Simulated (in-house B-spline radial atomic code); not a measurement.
# Sn⁸⁺: excited configurations

Aim: the energies of several excited configurations of Sn⁸⁺ above a reference configuration, each from its own self-consistent run.

Method: scalar-relativistic (spin-free one-electron X2C) revTPSS, spin-polarised, spherical fractional occupations, Fermi nucleus, basis-set limit. Code: in-house B-spline radial atomic code version 1.

## Step 1: What is computed

```
element       : tin (Z = 50)
charge        : +8
electrons     : 42
configuration : [Kr] 4d6
Hamiltonian   : scalar-relativistic (X2C)
nucleus       : Fermi, rms radius 4.652 fm
```

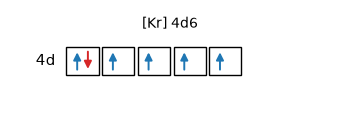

The shells outside the core, filled by Hund's rule for the drawing.

Where spins are not typed, each open shell is filled with up spins first.

## Step 2: Reference run

Settings of the run:

```ini
Z = 50
electrons = 42.0
configuration = [Kr] 4d6
hamiltonian = x2c
method = revtpss,revtpss
spin_polarised = True
nucleus = fermi
rms_radius = 4.6519
mass_number = 120
atomic_mass = 119.902202557
speed_of_light = 137.035999084
```

Main fields of the result record, rounded:

```text
{
  "status": "converged",
  "scf [iteration, energy, orbital gradient]": [
    [1, -6156.330913, 0.0788],
    [2, -6156.33437757, 0.00221],
    [3, -6156.33441066, 0.00081],
    [4, -6156.33441244, 0.00033],
    [5, -6156.33441259, 5.73e-05],
    [6, -6156.33441261, 1.18e-05],
    [7, -6156.33441261, 1.55e-06],
    [8, -6156.33441261, 9.42e-08]
  ],
  "energy [hartree]": {"total": -6156.33441261, "kinetic": 6484.26244734, "nuclear": -14737.0177178, "coulomb": 2257.29737813, "xc": -160.876520294},
  "orbitals [hartree, bohr; first row names the columns]": [
    ["name", "occ", "eps", "<r>", "<r^2>", "<1/r>", "r_max"],
    ["1s up", 1.0, -1070.5092, 0.028462, 0.0011068, 55.515, 0.018078],
    ["1s down", 1.0, -1070.5092, 0.028462, 0.0011068, 55.515, 0.018078],
    ["2s up", 1.0, -166.01356, 0.12496, 0.018474, 12.584, 0.10593],
    ["2s down", 1.0, -165.97136, 0.12494, 0.018469, 12.587, 0.10592],
    ["2p up", 3.0, -149.51817, 0.10934, 0.014611, 11.698, 0.084665],
    ["2p down", 3.0, -149.48435, 0.10932, 0.014606, 11.699, 0.084652],
    ["3s up", 1.0, -36.167556, 0.33852, 0.13116, 4.4114, 0.30722],
    ["3s down", 1.0, -36.150322, 0.33843, 0.13105, 4.4108, 0.30731],
    ["3p up", 3.0, -30.764229, 0.33697, 0.13186, 4.1216, 0.3006],
    ["3p down", 3.0, -30.739657, 0.33684, 0.13171, 4.1214, 0.30071],
    ["3d up", 5.0, -22.46661, 0.314, 0.117, 3.8719, 0.2507],
    ["3d down", 5.0, -22.420794, 0.31388, 0.11685, 3.8718, 0.25091],
    ["4s up", 1.0, -9.7868249, 0.79818, 0.71735, 1.7591, 0.73889],
    ["4s down", 1.0, -9.6134407, 0.79737, 0.71629, 1.7627, 0.73731],
    ["4p up", 3.0, -8.0930626, 0.84813, 0.81513, 1.6083, 0.77574],
    ["4p down", 3.0, -7.9151161, 0.84816, 0.81596, 1.6099, 0.77373],
    ["4d up", 5.0, -5.5539137, 0.9537, 1.0467, 1.3782, 0.84129],
    ["4d down", 1.0, -5.3762138, 0.95876, 1.0601, 1.3737, 0.83944]
  ],
  "sum_r [bohr^k]": {"-1": 300.1035, "1": 19.2123, "2": 14.96937}
}
```

Wall time 0.22 s (1 thread, shared host).

Meta-GGA runs start from a PBE run whose iterations are not counted.

## Step 3: [Ar] 3d9 4s2 4p6 4d7

Settings: those of step 2 with these lines changed.

```diff
@@ -2,3 +2,3 @@
 electrons = 42.0
-configuration = [Kr] 4d6
+configuration = [Ar] 3d9 4s2 4p6 4d7
 hamiltonian = x2c
```

From the record:

```text
{
  "status": "converged",
  "iterations": 8,
  "energy [hartree]": {"total": -6138.90702477, "kinetic": 6467.30059382, "nuclear": -14669.9471989, "coulomb": 2223.12113332, "xc": -159.381552971},
  "orbitals [hartree, bohr; first row names the columns]": [
    ["name", "occ", "eps", "<r>"],
    ["1s up", 1.0, -1071.8862, 0.028463],
    ["1s down", 1.0, -1071.8854, 0.028463],
    ["2s up", 1.0, -167.45813, 0.12493],
    ["2s down", 1.0, -167.35405, 0.12488],
    ["2p up", 3.0, -150.96222, 0.10932],
    ["2p down", 3.0, -150.87898, 0.10927],
    ["3s up", 1.0, -37.130544, 0.33624],
    ["3s down", 1.0, -37.017411, 0.33638],
    ["3p up", 3.0, -31.733556, 0.33409],
    ["3p down", 3.0, -31.612152, 0.33429],
    ["3d up", 5.0, -23.524487, 0.30979],
    ["3d down", 4.0, -23.36907, 0.31018],
    ["4s up", 1.0, -9.9967947, 0.78632],
    ["4s down", 1.0, -9.8534102, 0.78693],
    ["4p up", 3.0, -8.2767066, 0.83338],
    ["4p down", 3.0, -8.132592, 0.83482],
    ["4d up", 5.0, -5.6997768, 0.92983],
    ["4d down", 2.0, -5.5584252, 0.93535]
  ],
  "sum_r [bohr^k]": {"-1": 298.7646, "1": 19.52768, "2": 15.31212},
  "energy_minus_base [hartree]": 17.4273878
}
```

It took 0.17 s on 1 thread, shared host.

energy_minus_base is the energy less that of the reference run.

## Step 4: Configuration [Ar] 3d10 4s2 4p5 4d6 4f1

Settings: those of step 3 with these lines changed.

```diff
@@ -2,3 +2,3 @@
 electrons = 42.0
-configuration = [Ar] 3d9 4s2 4p6 4d7
+configuration = [Ar] 3d10 4s2 4p5 4d6 4f1
 hamiltonian = x2c
```

From the record:

```text
{
  "status": "converged",
  "iterations": 8,
  "energy [hartree]": {"total": -6151.42060117, "kinetic": 6479.08763718, "nuclear": -14717.854097, "coulomb": 2247.94601547, "xc": -160.600156782},
  "orbitals [hartree, bohr; first row names the columns]": [
    ["name", "occ", "eps", "<r>"],
    ["1s up", 1.0, -1070.8886, 0.028462],
    ["1s down", 1.0, -1070.8782, 0.028461],
    ["2s up", 1.0, -166.31777, 0.12494],
    ["2s down", 1.0, -166.26902, 0.12492],
    ["2p up", 3.0, -149.83389, 0.10932],
    ["2p down", 3.0, -149.78875, 0.1093],
    ["3s up", 1.0, -36.404969, 0.33836],
    ["3s down", 1.0, -36.374423, 0.33821],
    ["3p up", 3.0, -31.004406, 0.33677],
    ["3p down", 3.0, -30.963015, 0.33653],
    ["3d up", 5.0, -22.712331, 0.3137],
    ["3d down", 5.0, -22.647301, 0.3134],
    ["4s up", 1.0, -9.962772, 0.79482],
    ["4s down", 1.0, -9.6933463, 0.7943],
    ["4p up", 3.0, -8.2613605, 0.8434],
    ["4p down", 2.0, -7.989275, 0.84421],
    ["4d up", 5.0, -5.7072083, 0.94401],
    ["4d down", 1.0, -5.4417663, 0.9515],
    ["4f up", 1.0, -3.0987579, 1.2139]
  ],
  "sum_r [bohr^k]": {"-1": 299.7209, "1": 19.48791, "2": 15.71048},
  "energy_minus_base [hartree]": 4.91381144
}
```

Wall time 0.17 s (1 thread, shared host).

## Step 5: Configuration [Kr] 4d5 5d1

Settings: those of step 4 with these lines changed.

```diff
@@ -2,3 +2,3 @@
 electrons = 42.0
-configuration = [Ar] 3d10 4s2 4p5 4d6 4f1
+configuration = [Kr] 4d5 5d1
 hamiltonian = x2c
```

From the record:

```text
{
  "status": "converged",
  "iterations": 8,
  "energy [hartree]": {"total": -6153.41140378, "kinetic": 6481.46718685, "nuclear": -14714.0219896, "coulomb": 2239.46977853, "xc": -160.3263796},
  "orbitals [hartree, bohr; first row names the columns]": [
    ["name", "occ", "eps", "<r>"],
    ["1s up", 1.0, -1070.9753, 0.028462],
    ["1s down", 1.0, -1070.9753, 0.028462],
    ["2s up", 1.0, -166.49743, 0.12496],
    ["2s down", 1.0, -166.43974, 0.12493],
    ["2p up", 3.0, -150.00061, 0.10934],
    ["2p down", 3.0, -149.95436, 0.10932],
    ["3s up", 1.0, -36.619858, 0.33843],
    ["3s down", 1.0, -36.596552, 0.33831],
    ["3p up", 3.0, -31.217808, 0.33686],
    ["3p down", 3.0, -31.18429, 0.33668],
    ["3d up", 5.0, -22.927702, 0.3138],
    ["3d down", 5.0, -22.864907, 0.31363],
    ["4s up", 1.0, -10.182005, 0.79297],
    ["4s down", 1.0, -9.9439654, 0.79198],
    ["4p up", 3.0, -8.4736035, 0.84034],
    ["4p down", 3.0, -8.2289002, 0.84035],
    ["4d up", 5.0, -5.9052698, 0.93708],
    ["5d up", 1.0, -2.6795401, 2.1153]
  ],
  "sum_r [bohr^k]": {"-1": 299.644, "1": 20.225, "2": 18.6162},
  "energy_minus_base [hartree]": 2.92300883
}
```

Run time: 0.14 s. Hardware: 1 thread, shared host.

## Step 6: Run with [Ar] 3d9 4s2 4p6 4d6 4f1

Settings: those of step 5 with these lines changed.

```diff
@@ -2,3 +2,3 @@
 electrons = 42.0
-configuration = [Kr] 4d5 5d1
+configuration = [Ar] 3d9 4s2 4p6 4d6 4f1
 hamiltonian = x2c
```

From the record:

```text
{
  "status": "converged",
  "iterations": 8,
  "energy [hartree]": {"total": -6136.42244466, "kinetic": 6464.85613976, "nuclear": -14659.0169904, "coulomb": 2216.97518419, "xc": -159.236778232},
  "orbitals [hartree, bohr; first row names the columns]": [
    ["name", "occ", "eps", "<r>"],
    ["1s up", 1.0, -1072.1093, 0.028463],
    ["1s down", 1.0, -1072.1087, 0.028463],
    ["2s up", 1.0, -167.68087, 0.12492],
    ["2s down", 1.0, -167.56483, 0.12487],
    ["2p up", 3.0, -151.18738, 0.10931],
    ["2p down", 3.0, -151.09455, 0.10926],
    ["3s up", 1.0, -37.281765, 0.33612],
    ["3s down", 1.0, -37.15869, 0.33618],
    ["3p up", 3.0, -31.887053, 0.33394],
    ["3p down", 3.0, -31.752784, 0.33403],
    ["3d up", 5.0, -23.689203, 0.30952],
    ["3d down", 4.0, -23.514799, 0.30979],
    ["4s up", 1.0, -10.119228, 0.78467],
    ["4s down", 1.0, -9.901862, 0.7847],
    ["4p up", 3.0, -8.3962383, 0.83102],
    ["4p down", 3.0, -8.1742015, 0.83191],
    ["4d up", 5.0, -5.8138413, 0.92456],
    ["4d down", 1.0, -5.589683, 0.93059],
    ["4f up", 1.0, -3.1362936, 1.1785]
  ],
  "sum_r [bohr^k]": {"-1": 298.5463, "1": 19.71547, "2": 15.84267},
  "energy_minus_base [hartree]": 19.911968
}
```

It took 0.17 s on 1 thread, shared host.

## Step 7: Run with [Kr] 4d5 5s1

Settings: those of step 6 with these lines changed.

```diff
@@ -2,3 +2,3 @@
 electrons = 42.0
-configuration = [Ar] 3d9 4s2 4p6 4d6 4f1
+configuration = [Kr] 4d5 5s1
 hamiltonian = x2c
```

From the record:

```text
{
  "status": "converged",
  "iterations": 8,
  "energy [hartree]": {"total": -6154.76865474, "kinetic": 6483.07538288, "nuclear": -14721.2027449, "coulomb": 2243.82988795, "xc": -160.471180664},
  "orbitals [hartree, bohr; first row names the columns]": [
    ["name", "occ", "eps", "<r>"],
    ["1s up", 1.0, -1070.8556, 0.028462],
    ["1s down", 1.0, -1070.8515, 0.028462],
    ["2s up", 1.0, -166.39274, 0.12496],
    ["2s down", 1.0, -166.33554, 0.12494],
    ["2p up", 3.0, -149.8953, 0.10934],
    ["2p down", 3.0, -149.84893, 0.10932],
    ["3s up", 1.0, -36.514644, 0.33844],
    ["3s down", 1.0, -36.48992, 0.33831],
    ["3p up", 3.0, -31.112508, 0.33687],
    ["3p down", 3.0, -31.077734, 0.33668],
    ["3d up", 5.0, -22.822686, 0.31381],
    ["3d down", 5.0, -22.75978, 0.31362],
    ["4s up", 1.0, -10.079624, 0.7937],
    ["4s down", 1.0, -9.8418588, 0.7923],
    ["4p up", 3.0, -8.3739094, 0.84191],
    ["4p down", 3.0, -8.1277469, 0.84101],
    ["4d up", 5.0, -5.8137381, 0.94132],
    ["5s up", 1.0, -3.9803449, 1.6606]
  ],
  "sum_r [bohr^k]": {"-1": 299.7904, "1": 19.79932, "2": 16.74285},
  "energy_minus_base [hartree]": 1.56575787
}
```

Wall time 0.17 s (1 thread, shared host).

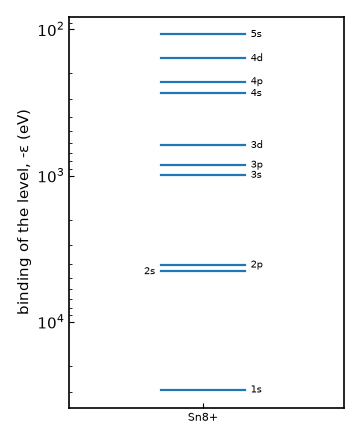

Orbital energies of this run on a logarithmic scale (up spins).

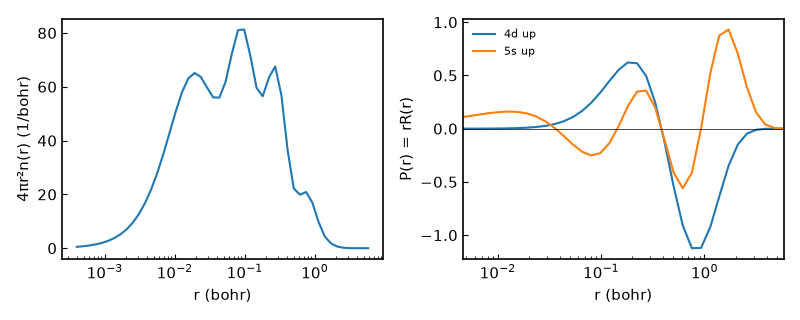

Radial density (left) and the radial functions of 4d up, 5s up (right).

On the record's full grid the radial density has clear maxima near r = 0.019, 0.098, 0.27, 0.76 bohr.

X-ray form factor of the spherical density:

| sinθ/λ (1/Å) | f (electrons) |
| --- | --- |
| 0 | 42.000 |
| 0.1 | 40.811 |
| 0.2 | 37.717 |
| 0.3 | 33.736 |
| 0.4 | 29.753 |
| 0.6 | 23.344 |
| 0.8 | 19.174 |
| 1 | 16.318 |
| 1.4 | 11.847 |
| 1.8 | 8.504 |
| 2.5 | 5.711 |
| 4 | 3.587 |
| 6 | 1.851 |

## Step 8: The excitation energies

| net move | configuration | 2|M_S|+1 | energy above the reference (eV) | largest <r> (bohr) |
| --- | --- | --- | --- | --- |
| 4d → 5s | [Kr] 4d5 5s1 | 7 | 42.606 | 1.66 |
| 4d → 5d | [Kr] 4d5 5d1 | 7 | 79.539 | 2.12 |
| 4p → 4f | [Ar] 3d10 4s2 4p5 4d6 4f1 | 7 | 133.71 | 1.21 |
| 3d → 4d | [Ar] 3d9 4s2 4p6 4d7 | 5 | 474.22 | 0.935 |
| 3d → 4f | [Ar] 3d9 4s2 4p6 4d6 4f1 | 7 | 541.83 | 1.18 |

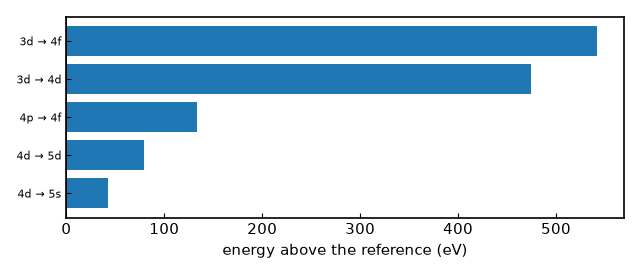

The configurations in order of energy, labelled by the net move of electrons.

**Reading.** The energies run from 42.606 eV (4d → 5s) to 541.83 eV (3d → 4f). 2 of them lie more than 60 % above minus the reference's highest level (146.29 eV), in the range where a state can decay by emitting an electron. The reference has 2|M_S|+1 = 5; 4 of the configurations differ from it in spin. These are spherical averages at the typed spins, not spectroscopic levels.
